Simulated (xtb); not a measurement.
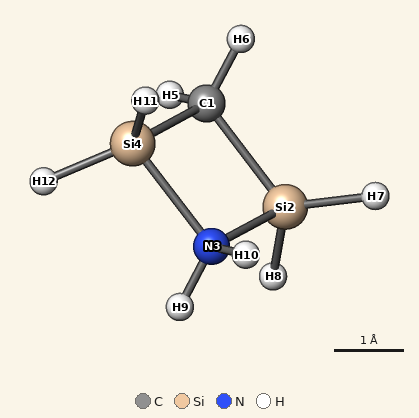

*The starting structure (ball-and-stick view, seen at a tilt; atoms are numbered from 1 in the order of the input).*

Bond lengths as drawn: C–H 1.09 Å, C–Si 1.91 Å, H–N 1.02 Å, H–Si 1.45 Å and N–Si 1.90 to 1.91 Å.

**Geometry relaxation of CH8NSi2 (charge +1) (part 1 of 3)**

The run: geometry relaxation of CH8NSi2, charge +1, SMILES C1[SiH2][NH2+][SiH2]1. Method and program: GFN2-xTB (xtb 6.7.1).

The geometry comes from this level: GFN2-xTB.

The input (struc.xyz):
```
12
start
C     -1.35705     0.02081    -0.14031
Si    -0.21603     0.02652     1.39202
N      1.20709    -0.02088     0.12453
Si     0.07351    -0.02184    -1.40628
H     -1.99954     0.89548    -0.22185
H     -2.02624    -0.83581    -0.19479
H     -0.07233    -1.20729     2.14584
H     -0.02784     1.28039     2.10168
H      1.84096     0.77217     0.17671
H      1.80876    -0.83675     0.20071
H      0.36266    -1.28041    -2.07244
H      0.40607     1.20760    -2.10583
```

File input.inp:
```
$chrg 1
$spin 0
$end
```

Command:
```bash
xtb struc.xyz --gfn 2 --ohess vtight --input input.inp > out.txt 2> xtb.err
```

The program's output:
```
* xtb version 6.7.1
   ID    Z sym.   atoms
    1    6 C      1
    2   14 Si     2, 4
    3    7 N      3
    4    1 H      5-12

           -------------------------------------------------
          |                Calculation Setup                |
           -------------------------------------------------

          program call               : xtb struc.xyz --gfn 2 --ohess vtight --input input.inp
          coordinate file            : struc.xyz
          omp threads                :                     1

molecular fragmentation (1/2 indicates fragments):
111111121112
# atoms in fragment 1/2:    10     2
 fragment masses (1/2) :       88.24        2.02
CMA distance (Bohr)    :   2.441
constraining FC (au)   :  0.0500

           -------------------------------------------------
          |                 G F N 2 - x T B                 |
           -------------------------------------------------

      * Hamiltonian:
        H0-scaling (s, p, d)           1.850000    2.230000    2.230000
        zeta-weighting                 0.500000
      * Dispersion:
        s8                             2.700000
        a1                             0.520000
        a2                             5.000000
        s9                             5.000000
      * Repulsion:
        kExp                           1.500000    1.000000
        rExp                           1.000000
      * Coulomb:
        alpha                          2.000000
        third order                    shell-resolved
        anisotropic                    true
        a3                             3.000000
        a5                             4.000000
        cn-shift                       1.200000
        cn-exp                         4.000000
        max-rad                        5.000000

          ...................................................
          :                      SETUP                      :
          :.................................................:
          :  # basis functions                  36          :
          :  # atomic orbitals                  34          :
          :  # shells                           18          :
          :  # electrons                        24          :
          :  max. iterations                   250          :
          :  Hamiltonian                  GFN2-xTB          :
          :  restarted?                      false          :
          :  GBSA solvation                  false          :
          :  PC potential                    false          :
          :  electronic temp.          300.0000000     K    :
          :  accuracy                    1.0000000          :
          :  -> integral cutoff          0.2500000E+02      :
          :  -> integral neglect         0.1000000E-07      :
          :  -> SCF convergence          0.1000000E-05 Eh   :
          :  -> wf. convergence          0.1000000E-03 e    :
          :  Broyden damping             0.4000000          :
          :  net charge                          1          :
          :  unpaired electrons                  0          :
          ...................................................

 iter      E             dE          RMSdq      gap      omega  full diag
   1    -12.1780713 -0.121781E+02  0.806E+00    5.64       0.0  T
   2    -12.3278505 -0.149779E+00  0.574E+00    3.92       1.0  T
   3    -12.3426447 -0.147942E-01  0.434E+00    4.44       1.0  T
   4    -12.3398081  0.283661E-02  0.152E+00    4.16       1.0  T
   5    -12.3452193 -0.541126E-02  0.775E-01    4.50       1.0  T
   6    -12.3465937 -0.137440E-02  0.297E-01    4.40       1.0  T
   7    -12.3467352 -0.141466E-03  0.119E-01    4.43       1.0  T
   8    -12.3467425 -0.728383E-05  0.341E-02    4.45       1.0  T
   9    -12.3467442 -0.172961E-05  0.176E-02    4.45       1.6  T
  10    -12.3467453 -0.104420E-05  0.461E-03    4.45       6.3  T
  11    -12.3467453 -0.825971E-08  0.364E-03    4.45       7.9  T
  12    -12.3467453 -0.527345E-07  0.133E-03    4.45      21.8  T
  13    -12.3467453 -0.844161E-08  0.288E-04    4.45     100.1  T
  14    -12.3467453 -0.251411E-09  0.372E-05    4.45     776.1  T

   *** convergence criteria satisfied after 14 iterations ***

         #    Occupation            Energy/Eh            Energy/eV
      -------------------------------------------------------------
         1        2.0000           -0.9606524             -26.1407
       ...           ...                  ...                  ...
         6        2.0000           -0.6659936             -18.1226
         7        2.0000           -0.6352271             -17.2854
         8        2.0000           -0.6336162             -17.2416
         9        2.0000           -0.6093439             -16.5811
        10        2.0000           -0.6007512             -16.3473
        11        2.0000           -0.5938421             -16.1593
        12        2.0000           -0.5757443             -15.6668 (HOMO)
        13                         -0.4122295             -11.2173 (LUMO)
        14                         -0.3707804             -10.0894
        15                         -0.3657219              -9.9518
        16                         -0.3561995              -9.6927
        17                         -0.3400867              -9.2542
       ...                                ...                  ...
        34                          0.6329385              17.2231
      -------------------------------------------------------------
                  HL-Gap            0.1635147 Eh            4.4495 eV
             Fermi-level           -0.4939869 Eh          -13.4421 eV

 SCC (total)                   0 d,  0 h,  0 min,  0.008 sec
 SCC setup                      ...        0 min,  0.000 sec (  1.046%)
 Dispersion                     ...        0 min,  0.000 sec (  0.654%)
 classical contributions        ...        0 min,  0.000 sec (  0.241%)
 integral evaluation            ...        0 min,  0.001 sec ( 12.852%)
 iterations                     ...        0 min,  0.005 sec ( 60.336%)
 molecular gradient             ...        0 min,  0.002 sec ( 23.685%)
 printout                       ...        0 min,  0.000 sec (  1.065%)

         :::::::::::::::::::::::::::::::::::::::::::::::::::::
         ::                     SUMMARY                     ::
         :::::::::::::::::::::::::::::::::::::::::::::::::::::
         :: total energy             -12.206736198601 Eh    ::
         :: gradient norm              0.000217942578 Eh/a0 ::
         :: HOMO-LUMO gap              4.449462476151 eV    ::
         ::.................................................::
         :: SCC energy               -12.346736158801 Eh    ::
         :: -> isotropic ES            0.118840960850 Eh    ::
         :: -> anisotropic ES         -0.003925131200 Eh    ::
         :: -> anisotropic XC         -0.002252403496 Eh    ::
         :: -> dispersion             -0.006436598063 Eh    ::
         :: repulsion energy           0.139999960199 Eh    ::
         :: add. restraining           0.000000000000 Eh    ::
         :: total charge               1.000000000000 e     ::
         :::::::::::::::::::::::::::::::::::::::::::::::::::::

      -----------------------------------------------------------
     |                   =====================                   |
     |                        A N C O P T                        |
     |                   =====================                   |
     |               Approximate Normal Coordinate               |
     |                Rational Function Optimizer                |
      -----------------------------------------------------------
      -----------------------------------------------------------
     |                   =====================                   |
     |                        A N C O P T                        |
     |                   =====================                   |
     |               Approximate Normal Coordinate               |
     |                Rational Function Optimizer                |
      -----------------------------------------------------------

          ...................................................
          :                      SETUP                      :
          :.................................................:
          :   optimization level         verytight          :
          :   max. optcycles                   240          :
          :   ANC micro-cycles                  20          :
          :   degrees of freedom                30          :
          :.................................................:
          :   RF solver                   davidson          :
          :   write xtbopt.log                true          :
          :   linear?                        false          :
          :   energy convergence         0.1000000E-06 Eh   :
          :   grad. convergence          0.2000000E-03 Eh/α :
          :   maxmium RF displ.          1.0000000          :
          :   Hlow (freq-cutoff)         0.1000000E-01      :
          :   Hmax (freq-cutoff)         5.0000000          :
          :   S6 in model hess.         20.0000000          :
          ...................................................

generating ANC from exact Hessian ...
Using Lindh-Hessian (1995)
 Shifting diagonal of input Hessian by    7.3873893068301579E-003
 Lowest  eigenvalues of input Hessian
    0.000000    0.000000    0.000000    0.000000    0.000000    0.000000
    0.010000    0.016640    0.019387    0.019497    0.021960    0.022172
    0.023482    0.027900    0.030759    0.039101    0.040967    0.057924
 Highest eigenvalues
    0.675818    0.799221    1.034842    1.036854    1.246188    1.271265

........................................................................
.............................. CYCLE    1 ..............................
........................................................................

 iter      E             dE          RMSdq      gap      omega  full diag
   1    -12.3467453 -0.123467E+02  0.240E-05    4.45       0.0  T
   2    -12.3467453 -0.228972E-11  0.118E-05    4.45    2450.2  T
   3    -12.3467453 -0.797584E-12  0.509E-06    4.45    5673.3  T
     SCC iter.                  ...        0 min,  0.001 sec
     gradient                   ...        0 min,  0.002 sec
 * total energy  :   -12.2067362 Eh     change       -0.4982681E-11 Eh
   gradient norm :     0.0002179 Eh/α   predicted     0.0000000E+00 (-100.00%)
   displ. norm   :     0.0019921 α      lambda       -0.1064669E-06
   maximum displ.:     0.0015973 α      in ANC's #1, #8, #7, ...

........................................................................
.............................. CYCLE    2 ..............................
........................................................................

 iter      E             dE          RMSdq      gap      omega  full diag
   1    -12.3467408 -0.123467E+02  0.345E-03    4.45       0.0  T
   2    -12.3467409 -0.233822E-08  0.262E-03    4.45      11.0  T
   3    -12.3467409  0.497572E-09  0.112E-03    4.45      25.8  T
   4    -12.3467409 -0.120432E-08  0.610E-04    4.45      47.4  T
   5    -12.3467409 -0.233287E-09  0.304E-04    4.45      95.0  T
     SCC iter.                  ...        0 min,  0.002 sec
     gradient                   ...        0 min,  0.002 sec
 * total energy  :   -12.2067363 Eh     change       -0.1178054E-06 Eh
   gradient norm :     0.0001236 Eh/α   predicted    -0.5520848E-07 ( -53.14%)
   displ. norm   :     0.0029323 α      lambda       -0.7997574E-07
   maximum displ.:     0.0024974 α      in ANC's #1, #4, #23, ...

........................................................................
.............................. CYCLE    3 ..............................
........................................................................

 iter      E             dE          RMSdq      gap      omega  full diag
   1    -12.3467284 -0.123467E+02  0.480E-03    4.45       0.0  T
   2    -12.3467284 -0.283631E-08  0.365E-03    4.45       7.9  T
   3    -12.3467284  0.221068E-08  0.138E-03    4.45      20.9  T
   4    -12.3467284 -0.382115E-08  0.880E-04    4.45      32.8  T
   5    -12.3467284 -0.440744E-09  0.316E-04    4.45      91.3  T
     SCC iter.                  ...        0 min,  0.002 sec
     gradient                   ...        0 min,  0.002 sec
 * total energy  :   -12.2067364 Eh     change       -0.6736026E-07 Eh
   gradient norm :     0.0000462 Eh/α   predicted    -0.4173025E-07 ( -38.05%)
   displ. norm   :     0.0019735 α      lambda       -0.2605447E-07
   maximum displ.:     0.0017010 α      in ANC's #1, #7, #10, ...

   *** GEOMETRY OPTIMIZATION CONVERGED AFTER 3 ITERATIONS ***

------------------------------------------------------------------------
 total energy gain   :        -0.0000002 Eh       -0.0001 kcal/mol
 total RMSD          :         0.0013789 a0        0.0007 Å
 total power (kW/mol):        -0.0001621 (step)   -0.0285 (real)
```
